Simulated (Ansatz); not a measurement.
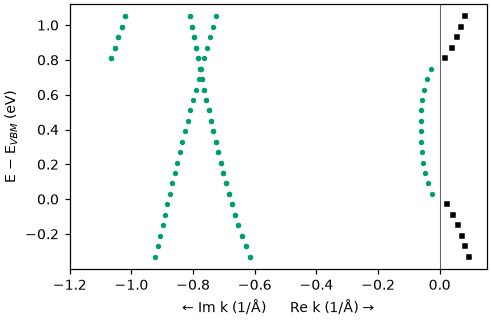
Fig. 1. Complex bands at the centre of the two-dimensional zone; Ansatz (a first-principles code) with r2SCAN

The gap is the functional's own, uncorrected, and κ follows it; spin-orbit coupling is left out. Mid-gap means the computed energy nearest the middle.

Question: This is InSe (P6_3/mmc, 8 atoms a cell, 29.5 Å³ an atom) along the normal of (001). Read off the slowest decay at the centre of the two-dimensional zone at 0.39 eV, the computed energy nearest the middle of the gap.

Answer: κ ≈ 0.06 1/Å, a decay length 1/(2κ) of the density of 8.1 Å.
